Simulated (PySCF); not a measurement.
**C4H14BNSi2 (SMILES CB(C)[C@H]1C[SiH2]N[SiH2]1): density, localisation and related maps**

```yaml
atoms:
  - { symbol: C, position_ang: [2.0641, -1.1757, 0.4534] }
  - { symbol: B, position_ang: [1.3953, 0.0175, -0.3288] }
  - { symbol: C, position_ang: [2.2859, 1.2067, -0.8558] }
  - { symbol: C, position_ang: [-0.1511, 0.0534, -0.5499] }
  - { symbol: C, position_ang: [-0.9927, -1.2301, -0.3785] }
  - { symbol: Si, position_ang: [-2.7669, -0.7552, 0.0647] }
  - { symbol: N, position_ang: [-2.4290, 0.7360, 0.9074] }
  - { symbol: Si, position_ang: [-0.8111, 1.3452, 0.6967] }
  - { symbol: H, position_ang: [1.5530, -1.3541, 1.4154] }
  - { symbol: H, position_ang: [3.1383, -1.0478, 0.6517] }
  - { symbol: H, position_ang: [1.9308, -2.1091, -0.1231] }
  - { symbol: H, position_ang: [2.9244, 1.6095, -0.0507] }
  - { symbol: H, position_ang: [2.9920, 0.7968, -1.6019] }
  - { symbol: H, position_ang: [1.7421, 2.0377, -1.3298] }
  - { symbol: H, position_ang: [-0.3803, 0.5520, -1.5111] }
  - { symbol: H, position_ang: [-0.9334, -1.8668, -1.2765] }
  - { symbol: H, position_ang: [-0.5987, -1.8383, 0.4534] }
  - { symbol: H, position_ang: [-3.4589, -1.7574, 0.9368] }
  - { symbol: H, position_ang: [-3.6341, -0.5637, -1.1454] }
  - { symbol: H, position_ang: [-3.1240, 1.2290, 1.4568] }
  - { symbol: H, position_ang: [-0.0341, 1.3767, 1.9808] }
  - { symbol: H, position_ang: [-0.7621, 2.7329, 0.1381] }
```

Geometry: PBE0-D3(BJ)/def2-SVP.

These are results of PBE0/pcSseg-1, SCF density, gas phase, non-relativistic (PySCF), not measurements.

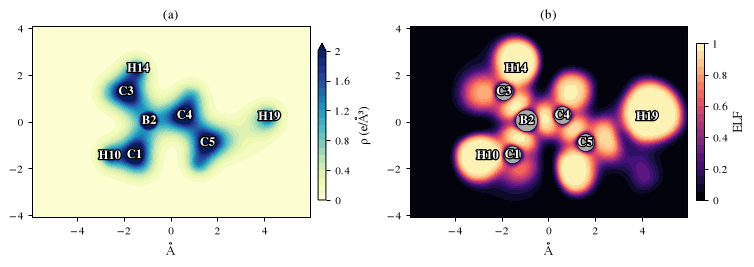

Figure 1. (a) total electron density; (b) ELF on the plane of atoms B2, C1 and H10. Grey discs cover the atomic cores in the ELF map.

> Interpret the plot.

- The section cuts through C, B and H sites.
- C–C (1.54 Å): the density is about 1.5 e/Å³ at the midpoint; the ELF peaks at about 0.95 between the atoms (a shared electron pair).
- C–B (1.56 Å): the density is about 1.4 e/Å³ at the midpoint; the ELF peaks at about 0.95 between the atoms; a shared electron pair.
- C–H (1.10 Å): the density is about 1.9 e/Å³ at the midpoint; the ELF climbs to about 1 towards the hydrogen, as it does in any bond to H (a covalent bond by its length).

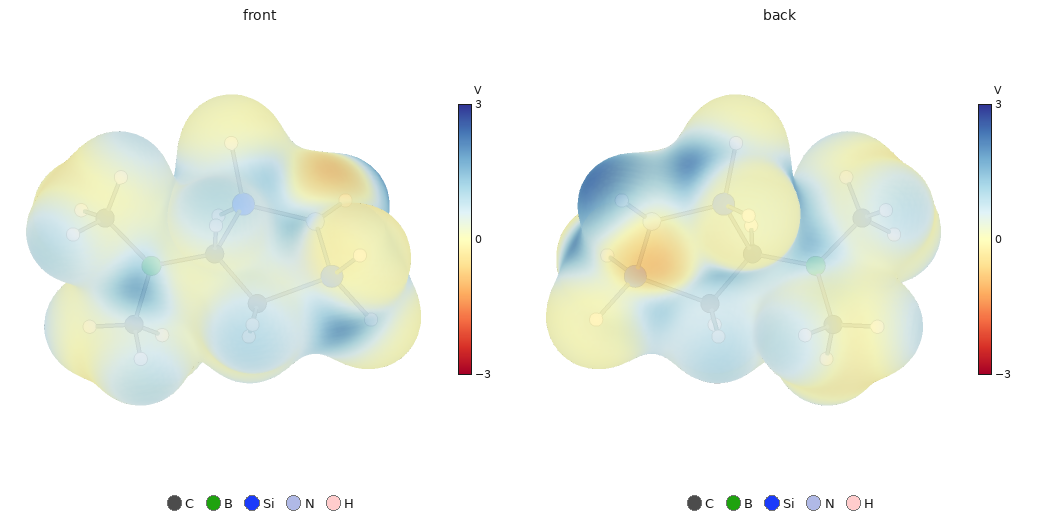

Figure 2. The electrostatic potential painted on the density surface at 0.004 e/bohr³, seen from the front and from behind; the colour scale runs from red (negative) to blue (positive).

> Where is the surface potential most negative and most positive?

The most negative region (about −0.8 V) lies over N7, the most positive (about +2.2 V) over H20.

> How polar is the molecule by this calculation?

Its dipole moment is 0.15 D.
